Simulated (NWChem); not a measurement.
**One shape, several levels: InH2 (SMILES [InH2])**

We compute a comparison of 3 runs (U-r2SCAN/def2-SVP, USVWN5/def2-SVPD, UCCSD/STO-3G) of InH2. 

The calculation is run with NWChem 7.3.0.

## (1) The structure to begin with

InH2: 3 atoms, total charge 0, spin state doublet. SMILES: `[InH2]`. Geometry: relaxed at PBE0-D4/def2-TZVP.

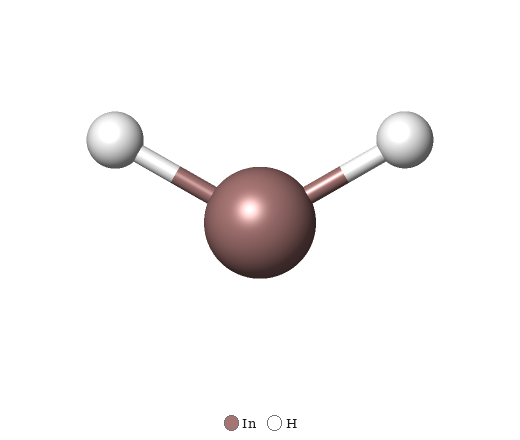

Viewed from a chosen angle; indium brown, hydrogen white.

## (2) Energy and gradient at U-r2SCAN/def2-SVP (core potential) (run 1)

File geom.nw:

```
start geom
memory total 2200 mb

geometry units angstroms noautosym nocenter noautoz
 In     0.384600    -0.425400     0.149800
 H      0.691300     1.265400     0.521600
 H     -1.086900    -0.904800    -0.684700
end

basis spherical bse
 * library def2-SVP
end

ecp bse
 In library def2-SVP
end

dft
 xc r2scan
 mult 2
 grid xfine
 convergence energy 1e-08
 maxiter 100
 mulliken
end

task dft gradient
```

Launch:

```sh
$ nwchem geom.nw > geom.out
```

What it wrote:

```text
[...]
          Wavefunction type:  spin polarized.
          No. of atoms     :     3
          No. of electrons :    23
[...]
          Charge           :     0
          Spin multiplicity:     2
[...]
          AO basis - number of functions:    36
[...]
              XC Information
              --------------
                      r^2SCAN Method XC Functional
               r^2SCAN metaGGA Exchange Functional  1.000
                     r^2SCAN Correlation Potential  1.000
[...]
 d= 0,ls=0.0,diis     1   -191.3148596635 -2.04D+02  1.51D-02  1.60D-02     1.3
[...]
 d= 0,ls=0.0,diis     8   -191.3332561613 -3.71D-09  1.50D-06  2.24D-10    11.0
[...]
         Total DFT energy =     -191.333256161294
      One electron energy =     -361.379043117526
           Coulomb energy =      174.702390478920
    Exchange-Corr. energy =      -17.470799416298
 Nuclear repulsion energy =       12.814195893610
[...]
      Total Density - Mulliken Population Analysis
     ---------------------------------------------
    Atom       Charge   Shell Charges
 -----------   ------   -------------------------------------------------------
    1 In  21    20.78  -0.60  2.60  1.07  0.43  2.78  3.23  0.90  0.36  9.62  0.40
    2 H    1     1.11   0.66  0.44  0.01
    3 H    1     1.11   0.66  0.44  0.01
[...]
      <S2> =      0.7537 (Exact =     0.7500)
[...]
  wavefunction    = open shell
                         DFT ENERGY GRADIENTS
    atom               coordinates                        gradient
                 x          y          z           x          y          z
   1 In      0.726789  -0.803889   0.283081   -0.001536   0.001625  -0.000607
   2 H       1.306368   2.391259   0.985681   -0.000056  -0.001828  -0.000257
   3 H      -2.053943  -1.709824  -1.293895    0.001592   0.000203   0.000864
[...]
```

Run time: 14 s. Hardware: 1 thread of Intel Xeon 6975P-C (Granite Rapids), shared host; peak memory 0.12 GiB.

## (3) Energy and forces at USVWN5/def2-SVPD (core potential) (run 2)

File a.nw:

```
start a
title "H2In SVWN5"
memory total 2200 mb

geometry units atomic noautosym nocenter noautoz
   In  0.72678867 -0.80388949  0.28308097
   H   1.30636767  2.39125944  0.98568115
   H  -2.05394332 -1.70982420 -1.29389548
end

basis spherical bse
   In library def2-SVPD
   H library def2-SVPD
end

ecp bse
   In library def2-SVPD
end

dft
   xc slater vwn_5
   mult 2
   grid xfine
   convergence energy 1e-08
   iterations 100
   mulliken
   noprint "final vectors analysis"
end

task dft gradient
```

Launch:

```sh
$ nwchem a.nw > a.out
```

What it wrote:

```text
[...]
          Wavefunction type:  spin polarized.
          No. of atoms     :     3
          No. of electrons :    23
[...]
          Charge           :     0
          Spin multiplicity:     2
[...]
          AO basis - number of functions:    48
[...]
              XC Information
              --------------
                        Slater Exchange Functional  1.000 local
                      VWN V Correlation Functional  1.000 local
[...]
 d= 0,ls=0.0,diis     1   -190.8969270844 -2.04D+02  1.18D-02  2.33D-02     0.8
[...]
 d= 0,ls=0.0,diis     8   -190.9230693517 -9.15D-10  5.68D-07  3.15D-10     4.2
[...]
         Total DFT energy =     -190.923069351683
      One electron energy =     -361.079052428542
           Coulomb energy =      174.341079517314
    Exchange-Corr. energy =      -16.999291413949
 Nuclear repulsion energy =       12.814194973493
[...]
      Total Density - Mulliken Population Analysis
     ---------------------------------------------
    Atom       Charge   Shell Charges
 -----------   ------   -------------------------------------------------------
    1 In  21    21.12  -0.60  2.60  1.18  0.46  0.00  2.78  3.22  1.00  0.42  9.56  0.48  0.01
    2 H    1     0.94   0.63  0.30  0.01 -0.00
    3 H    1     0.94   0.63  0.30  0.01 -0.00
[...]
      <S2> =      0.7510 (Exact =     0.7500)
[...]
  wavefunction    = open shell
                         DFT ENERGY GRADIENTS
    atom               coordinates                        gradient
                 x          y          z           x          y          z
   1 In      0.726789  -0.803889   0.283081   -0.000953   0.001017  -0.000375
   2 H       1.306368   2.391259   0.985681   -0.000500  -0.001708  -0.000476
   3 H      -2.053943  -1.709824  -1.293895    0.001453   0.000691   0.000851
[...]
```

Run time: 6 s. Hardware: 1 thread of Intel Xeon 6975P-C (Granite Rapids), shared host; peak memory 0.12 GiB.

## (4) The energy at UCCSD/STO-3G (run 3)

File mymol.xyz:

```xyz
3
H2In
In     0.384600    -0.425400     0.149800
H      0.691300     1.265400     0.521600
H     -1.086900    -0.904800    -0.684700
```

File mymol.nw:

```
start mymol
title "H2In"
memory 2200 mb
geometry units angstroms noautosym nocenter noautoz
   load mymol.xyz
end
basis spherical bse
   * library STO-3G
end
scf
   doublet
   uhf
   thresh 1e-08
   maxiter 80
end
tce
   scf
   ccsd
   freeze core 18
   maxiter 60
end
task tce energy
```

Launch:

```sh
$ nwchem mymol.nw > mymol.out
```

What it wrote:

```text
[...]
  functions       =    29
[...]
  wavefunction    = UHF
[...]
         Total SCF energy =  -5683.958471145426
      One electron energy =  -7933.051244824214
      Two electron energy =   2219.424014498640
 Nuclear repulsion energy =     29.668759180147
                       Sz =      0.5000
                 Sz(Sz+1) =      0.7500
                      S^2 =      0.7511
[...]
         Wavefunction type : Unrestricted Hartree-Fock
          No. of electrons :    51
[...]
         Spin multiplicity : doublet
[...]
 CCSD total energy / hartree       =     -5683.996702735216786
[...]
```

Wall time 3.3 s (1 thread of Intel Xeon 6975P-C (Granite Rapids), shared host); peak memory 0.099 GiB.

## (5) The series

| run | level | core potential | task | energy (Eh) | dipole moment (D) | HOMO energy (eV) | LUMO energy (eV) | wall time |
| --- | --- | --- | --- | --- | --- | --- | --- | --- |
| 1 | U-r2SCAN/def2-SVP (core potential) | def2-SVP | gradient | -191.333256 | 0.34 | -4.79 | -2.99 | 14 s |
| 2 | USVWN5/def2-SVPD (core potential) | def2-SVPD | gradient | -190.923069 | 0.34 | – | – | 6 s |
| 3 | UCCSD/STO-3G | – | energy | -5683.996703 | – | -4.37 | 5.65 | 3.3 s |

## (6) Outcome

```
                                                         quantity           value
                                              run 3: total energy  -5683.99670 Eh
run 3: HOMO energy (Hartree–Fock orbitals) (highest over α and β)        -4.37 eV
 run 3: LUMO energy (Hartree–Fock orbitals) (lowest over α and β)         5.65 eV
              run 3: correlation energy (18 core orbitals frozen)       -38.2 mEh
                         run 3: ⟨S²⟩ of the reference determinant           0.751
```

**Reading.** Totals of different functionals can't be ranked against each other. Some runs of one species differ in core potentials or relativity; totals across that change don't compare. In run 3 the basis is minimal, so the values are rough. In run 3 relativity is left out where basis or elements ask for it. All runs together took 23 s, the longest 14 s.
